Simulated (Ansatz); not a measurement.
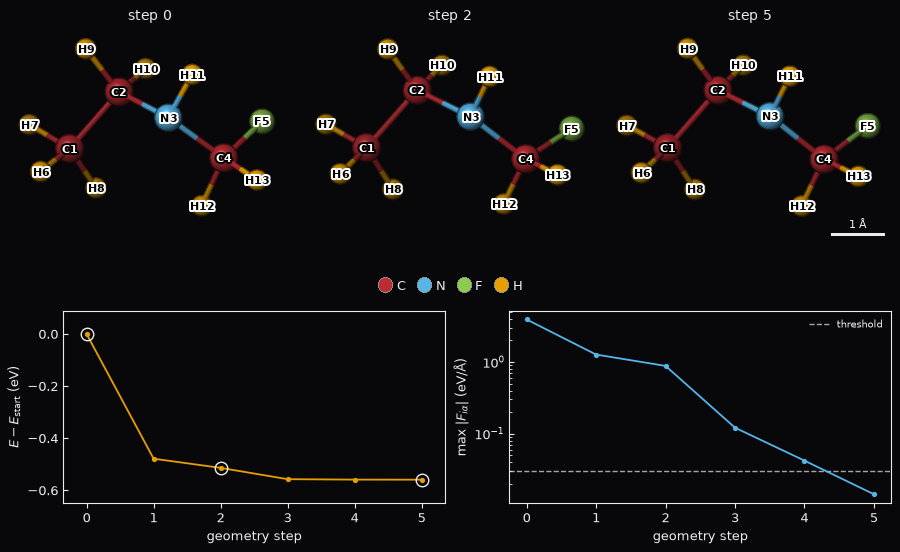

Frames of a relaxation of C$_{3}$H$_{8}$FN (coarse preliminary run), marked on the history of the run. A ball-and-stick model, seen at a tilt.

The start comes from a force field.

All numbers below come from Ansatz 0.2.0, RKS PBE-D4/def2-SVP. (force threshold 0.03 eV/Å; at most 200 steps)

### Describe the path.

Over 5 geometry steps the energy falls by 0.559 eV. Largest force component: 3.9 eV/Å at the start, 0.014 eV/Å at the end. F5 moves most after the best rigid fit: 0.17 Å. Largest moves by element: F 0.17 Å, H 0.13 Å, C 0.08 Å, N 0.05 Å. Some distances before and after: C4–H13 1.028 → 1.112 Å, C4–F5 1.352 → 1.419 Å, C1–H6 1.047 → 1.109 Å, C2–H10 1.078 → 1.117 Å. Bond angles that change, for instance: N3–C4–H13 117.1° → 109.6°, C4–N3–H11 104.2° → 111.1°, H12–C4–H13 103.2° → 109.5°. Cost: 8.5 s on 4 threads of Arm Neoverse V1 (shared host). From step 0 to 2: F5 moves most (0.24 Å), energy −0.514 eV. From step 2 to 5: F5 moves most (0.09 Å), energy −0.045 eV.

| step | E − E(0), eV | largest force component, eV/Å |
| --- | --- | --- |
| 0 | 0.0000 | 3.9182 |
| 1 | -0.4783 | 1.2690 |
| 2 | -0.5135 | 0.8819 |
| 3 | -0.5569 | 0.1211 |
| 4 | -0.5586 | 0.0420 |
| 5 | -0.5588 | 0.0143 |
